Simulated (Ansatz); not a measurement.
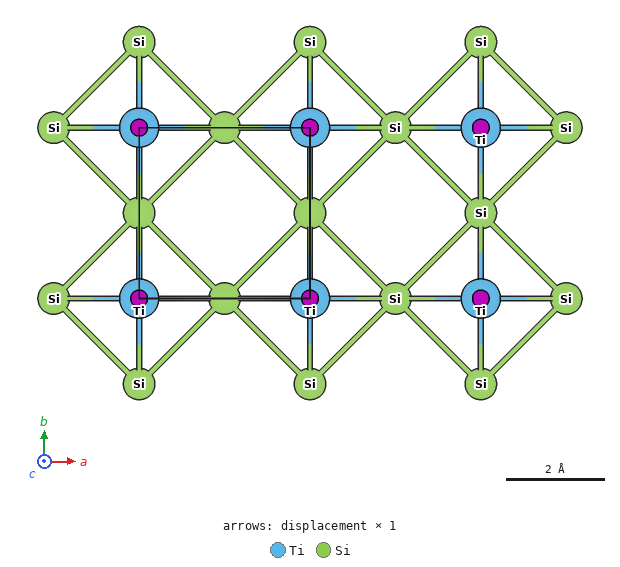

This is a relaxation of solid Ti2Si3 (a generated structure, set up in P4/mmm) (coarse preliminary run). The starting structure is drawn; purple arrows show the displacements (the part carried along by the change of the cell is left out), at their true length.

Style: ball-and-stick. Shown: the cell of the calculation, repeated 2 × 1 × 1 with one cell outlined, along the c axis.

Computed with DFT PBE, scalar-relativistic, plane waves, PAW (Ansatz). Settings: plane-wave cutoff 420 eV; k-point mesh 6 × 6 × 4; occupations gaussian; smearing width 0.1 eV; no spin polarisation; cell and atoms relaxed; force threshold 0.04 eV/Å; at most 70 steps.

Which element moves most?

Titanium: up to 1.00 Å, against 0.00 Å for silicon.

What did the optimiser do to the structure, and how much energy did it gain?

After 14 accepted moves (17 points after the start) the energy has fallen by 6562 meV per atom. Largest force component: 36 eV/Å at the start, 0.016 eV/Å at the end. The pressure goes from 139.36 to −0.02 GPa. The line search rejected the trial step at point 8 of the run. The SCF was repeated twice at an unchanged geometry on a basis and grid sized afresh for the cell, which shifted the energy by 69.1 meV per atom at most. The largest moves relative to the cell, 1.00 Å, are those of Ti atoms. Si stays in place. The drawn cell changes as follows: a = b 3.494 → 4.539 Å (+29.9 %), c 7.186 → 6.743 Å (−6.2 %); the volume changes by +58.4 %. Some distances before and after: Ti–Ti 4.204 → 1.950 Å, Ti–Ti 2.982 → 4.792 Å, Si–Ti 2.297 → 3.300 Å, Si–Ti 1.491 → 2.396 Å. New bonds form, among them: Ti–Ti (4.20 → 1.95 Å). Bond angles that change, for instance: Ti–Si–Ti 81.0° → 93.1°, Si–Ti–Si 99.0° → 86.9°, Ti–Si–Ti 99.0° → 86.9°. The space group stays P4/mmm (No. 123). Cost: 3.5 min on 1 thread of Intel(R) Xeon(R) Processor @ 2.50GHz (Skylake/Cascade Lake), on a shared host, peak memory 0.46 GiB.
